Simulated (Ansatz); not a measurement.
# Lattice dynamics of CuS (Fm-3m), part 2 of 2

Task: relax CuS (Fm-3m), then find its harmonic phonons.

Ansatz 0.2.0; DFT PBEsol, scalar-relativistic, plane waves, norm-conserving pseudopotentials.

So far. Step 3 (Relaxing to small forces for the phonons): The forces vanish by symmetry and the pressure is 0.000 GPa, within the tolerances set. The cell now holds 13.83 Å³/atom. The relaxed cell has a = 4.801 Å (conventional setting).

## 4. Modes at Γ

The zone centre comes first: it holds the modes that light can see, as far as symmetry allows. No field response is asked, since the mesh shows no gap.

input.yaml reads:

```yaml
crystal:
  lattice:
    - [0.0, 2.4002778716, 2.4002778716]
    - [2.4002778716, 0.0, 2.4002778716]
    - [2.4002778716, 2.4002778716, 0.0]
  atoms:
    - { symbol: Cu, position: [0.0, 0.0, 0.0] }
    - { symbol: S, position: [0.5, 0.5, 0.5] }
kpoints:
  mp_grid: { grid: [16, 16, 16] }
hamiltonian:
  xc: pbesol
  pseudopotentials: { kind: nc }
scf:
  occupations: { method: methfessel_paxton, width: 0.15 }
output:
  eigenvalues: true
phonons:
  method: dfpt
```

On the command line:

```
$ ansatz run input.yaml --threads 4 --pin off --max-ram 7168MiB --backend cpu --events-out ev --progress --plain --runs-dir out
```

Numbers of over 12 decimals in the logs are rounded to 6 here.

What it wrote:

```text
[...]
Crystal: 2 atoms, lattice volume = 27.658 Å³
Basis set: ecut = 1251.723767 eV, 2733 PW (Γ), exchange–correlation on 80×80×80 points (8 copies of the dense FFT grid, shifted against one another)
Bands: 17, of which v1, the nominal top of the filled ones, is band 13 counted from 1 (12 counted from 0)
Symmetry: 48 space group operations
k-points: 349 of 4096 (irreducible under 8 space group operations, time reversal used)
[...]
SCF iter   1: F=—  HF=-5455.797097 eV  |F-HF|=—  |Δ(HF+E_count)|=         —  Δρ=8.48e-2  dr2=1.39e0  ethr=3.10e-3  ⟨swp⟩=6.0  Hψ=33911  notcnv=0
[...]
SCF iter  10: F=-5455.514981 eV  HF=-5455.514981 eV  |F-HF|=9.09e-13  |Δ(HF+E_count)|=  5.46e-12  S|Δr|=    0.00e0  Δρ=7.09e-8  dr2=9.33e-13  ethr=1.00e-12  ⟨swp⟩=6.8  Hψ=26542  notcnv=0
SCF 1 converged in 10 iterations: F = -5455.514981 eV  dr2 = 9.33e-13
DFPT response loops at Γ: preconditioner auto → Kerker (q_TF=auto, 2.683 Å⁻¹) (partly filled bands, converged f_vac=0.000); β = 1.00, the filter's whole step (`scf.mixing.beta` (0.50) is not read by the response loops under this deck's `scf.mixing.preconditioner`; to damp them name `kerker` or `kerker_dos`, under which they read `scf.mixing.beta`, and type it under 1.00, their step now; both keys bind the ground state too); Broyden in place of MSR1
SCF converged after 10 iterations
[...]
Free energy (F): -5455.514981 eV
[...]
Internal energy: -5455.517056 eV  (E = F + TS)
E sigma→0 (E₀):  -5455.515500 eV
Entropy (-TS):   0.002075 eV (1.038 meV/atom)
Fermi energy:    12.521050 eV
Step filling:    the computed levels leave a gap of 0.0000 eV = 0.0 smearing widths at the electron count; against every level under it full and every level over it empty, smearing changes F+E_penalty+E_count by +0.690 meV and its σ→0 estimate by +0.171 meV
[...]
--- Band table (eV; the first three rows and the last of 349) ---
  k-point 0: bands = [... 9 lower, 9.4664, 11.6709, 11.6709, 11.6709, 16.6002, 22.1154, 22.1154, 22.1154]
  k-point 1: bands = [... 9 lower, 9.4774, 11.3886, 11.7795, 11.7795, 16.9055, 21.7664, 22.1397, 22.1397]
  k-point 2: bands = [... 9 lower, 9.5259, 10.8275, 12.0536, 12.0536, 17.5559, 21.1753, 22.0665, 22.0665]
  k-point 348: bands = [... 9 lower, 10.1791, 10.1791, 10.3425, 10.4770, 17.7504, 20.5946, 21.2845, 21.2845]
--- Phonons (Γ-DFPT): 2 representative perturbations + reference, on 349 of 4096 k-points (Σ response iterations 6) ---
  k mesh reduced under 8 symmetry operations, with k and −k counted as one. Each operation leaves every solved perturbation unchanged. A smaller set is not used because it would not reduce the number of displacements times k-points to solve
  ASR residual: 2.204e-4 → 0.000e0 eV/Å²; symmetrization residual: 4.582e-6 eV/Å²
  ASR residual per site (eV/Å²): 2.20e-4 5.65e-6
  Γ frequencies (cm⁻¹): 0.00 0.00 0.00 243.59 243.59 243.59
  non-analytic LO–TO correction: not included (Born effective charges unavailable; polar crystals: no LO–TO splitting at Γ)
```

The job ended after 83 s (4 threads of Arm Neoverse N1, shared host; peak memory 1.8 GiB; 5.3 min of CPU time).

Reading the cycles: dr2 is the Hartree energy of the density residual (eV), the measure of convergence; HF is the Harris–Foulkes estimate of the energy, which meets the free energy F at convergence.

Numbers from this step:

```
sum-rule residual before enforcement                    : 2.20e-4 eV/Å²
point group                                             : m-3m
highest optical mode at the zone centre (no LO-TO term) : 243.6 cm⁻¹
lowest optical zone-centre mode                         : 243.6 cm⁻¹
```

Patterns of degenerate modes are one choice out of their space. Modes at Γ, with each element's share of the kinetic energy:

| mode | frequency (cm⁻¹) | symmetry | Cu % | S % |
| --- | --- | --- | --- | --- |
| 1 | 0.0 | acoustic | 66 | 34 |
| 2 | 0.0 | acoustic | 66 | 34 |
| 3 | 0.0 | acoustic | 66 | 34 |
| 4 | 243.6 | T1u | 34 | 66 |
| 5 | 243.6 | T1u | 34 | 66 |
| 6 | 243.6 | T1u | 34 | 66 |

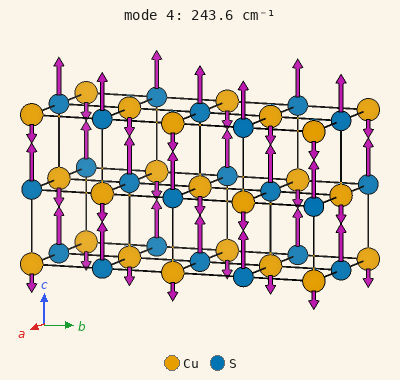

Displacement patterns of mode 4 at Γ; arrows are exaggerated. 1×2×1 conventional cells are drawn. Some periodic images of atoms are drawn too.

Before it was imposed, the acoustic sum rule was missed by 2.2e-4 eV/Å². Small misses are needed for a sound result but don't prove that mesh and cutoff are converged. The lowest optical mode is real, 244 cm⁻¹.

## 5. Response at finite wavevector

Stability and thermal properties need the whole zone. Linear response on a 4×4×4 q mesh gives force constants as far as a supercell of that size would.

Edit input.yaml of step 4 so:

```diff
@@ -19 +19,8 @@
   method: dfpt
+  qmesh: [4, 4, 4]
+  temperatures: { t_max: 1000, t_step: 50 }
+  qpath:
+    path:
+      - [[0.0, 0.0, 0.0], [0.5, 0.0, 0.5], [0.625, 0.25, 0.625]]
+      - [[0.375, 0.375, 0.75], [0.0, 0.0, 0.0], [0.5, 0.5, 0.5], [0.5, 0.25, 0.75], [0.5, 0.0, 0.5]]
+    npoints: 10
```

What it wrote:

```text
Engine: ansatz 0.2.0, aarch64-unknown-linux-gnu
Pseudopotentials: kind: nc
Pseudopotential: Cu, nc, valence charge 19, recommended cutoff 1251.723767 eV (normal), Cu.nc.azcp (PseudoDojo's, or run here from an input of PseudoDojo's: the run reads no file of this project's for it)
Pseudopotential: S, nc, valence charge 6, recommended cutoff 707.496042 eV (normal), S.nc.azcp (PseudoDojo's, or run here from an input of PseudoDojo's: the run reads no file of this project's for it)
Functional definition: PBEsol
  exchange = pbesol_x
  correlation = pbesol_c
Error: memory limit exceeded: the `cold-start seed` phase of `dfpt pair set` needs 7.55 GiB against the run's memory maximum of 7.00 GiB; largest carriers: wavefunctions 5.77 GiB, plane-wave basis 1.39 GiB, unmodelled-tail allowance 0.36 GiB, source scf tables 0.02 GiB, fft grid 0.00 GiB; this run sums exchange and correlation above basis.xc_grid: 1 (its plan line states the level, which a resume's fixed deck keeps): [...]
with nothing else changed it takes a maximum of at least 7.55 GiB, with nothing to spare, and 8.31 GiB leaves up to a tenth: --max-ram 8.31GiB where that set the maximum, else more of the term that did, and with no share typed, where 8.31 GiB is over 0.88 of the host's memory or its container's limit, a share of 0.88 or more that holds the maximum too (--max-ram-frac F), where one does; The budget is ten elevenths of [...]
```

Run time: 50 s. Hardware: 4 threads; peak memory 1.6 GiB.

The program refused the input before any cycle.

The program's message: “memory limit exceeded: the `cold-start seed` phase of `dfpt pair set` needs 7.55 GiB against the run's memory maximum of 7.00 GiB; largest carriers: wavefunctions 5.77 GiB, plane-wave basis 1.39 GiB, …”

## 6. Isotope substitution, element Cu, natural mass 63.546 amu

An isotope changes the mass and not the force constants, so no new electronic calculation is needed; the shifts show which modes move this element.

The same force constants with the mass of Cu changed from 63.546 to 64.928 u (phonopy, no LO-TO term). Both lists are sorted by frequency; levels can cross, so a row need not hold one and the same mode. Modes under 3 cm⁻¹ are left out. Isotope shifts, by row:

| q | rank | natural mass (cm⁻¹) | changed mass (cm⁻¹) |
| --- | --- | --- | --- |
| 0 0 0 | 4 | 243.6 | 242.7 |
| 0 0 0 | 5 | 243.6 | 242.7 |
| 0 0 0 | 6 | 243.6 | 242.7 |

A mode of this element alone would shift by -1.07 %. The highest zone-centre frequency without the field goes from 243.6 to 242.7 cm⁻¹ (-0.4 %). The product of the frequency ratios over all optical modes at Γ is 0.989; the product rule, (m/m′)^(3k/2) (M′/M)^(3/2) with k = 1 such atoms and M the mass of the cell, gives 0.989.

## 7. Another isotope, element S, natural mass 32.06 amu

The same for S, from 32.06 to 33.97 u.

The same force constants with the mass of S changed from 32.060 to 33.968 u (phonopy, no LO-TO term). Both lists are sorted by frequency; levels can cross, so a row need not hold one and the same mode. Modes under 3 cm⁻¹ are left out. Isotope shifts, by row:

| q | rank | natural mass (cm⁻¹) | changed mass (cm⁻¹) |
| --- | --- | --- | --- |
| 0 0 0 | 4 | 243.6 | 239 |
| 0 0 0 | 5 | 243.6 | 239 |
| 0 0 0 | 6 | 243.6 | 239 |

A mode of this element alone would shift by -2.85 %. The highest zone-centre frequency without the field goes from 243.6 to 239.0 cm⁻¹ (-1.9 %). The product of the frequency ratios over all optical modes at Γ is 0.945; the product rule, (m/m′)^(3k/2) (M′/M)^(3/2) with k = 1 such atoms and M the mass of the cell, gives 0.945.

## 8. What came out

```json
{"space group after relaxation (within 0.01 Å)": "Fm-3m", "volume per atom": "13.8 Å³", "electronic character": "no gap on this mesh", "highest optical mode at the zone centre (no LO-TO term)": "244 cm⁻¹", "lowest optical zone-centre mode": "244 cm⁻¹", "imaginary modes at Γ (the only wavevector solved)": "none"}
```

**Reading.** The structure is stable against zone-centre distortions, since no mode there is imaginary; runs at other wavevectors are not part of this account. The optical modes at Γ form one degenerate level at 244 cm⁻¹. The dispersion is not part of this account. The highest mode in this list at Γ, 243.6 cm⁻¹, has its largest share on S (66 % of the kinetic energy). With no gap, or one that is small against the smearing, the frequencies hang on the k mesh and the smearing, most of all near Kohn anomalies. The phonon runs are without spin polarisation, although the cell has an odd electron count. These are harmonic frequencies at zero temperature: anharmonic shifts, linewidths and thermal expansion are left out.

[Logs are printed without paths, hosts, clocks, repeated set-up lines and the standing remarks that a program may print on its own settings, such as how far it seeks lower states.]

[Hosts, paths, dates, database ids (printed as entryN), source tags and the programs' standing remarks are cut or masked in the printed files.]
